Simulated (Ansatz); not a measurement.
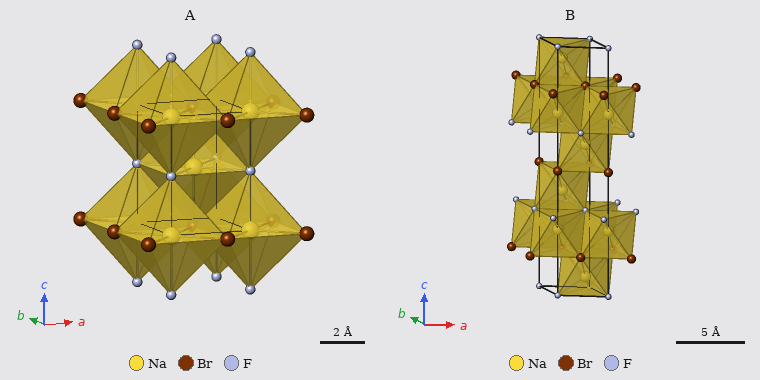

Two structures of Na2BrF, each relaxed to rest (conventional cells in solid outline, small ones repeated, not to one scale). Method: DFT PBE, scalar-relativistic, plane waves, PAW (Ansatz), without spin polarisation.

Characterise the two forms.

A: 4 atoms a cell on a primitive tetragonal lattice, P4/mmm. B: 12 atoms a cell on a rhombohedral (trigonal R) lattice, R-3m.

Which is the more stable form at this level of theory?

B is lower, by 84 meV/atom at this level of theory (energies at zero smearing). Volumes: A 21.5, B 19.8 Å³/atom.

One or both may be structure types tried for this composition rather than known phases.
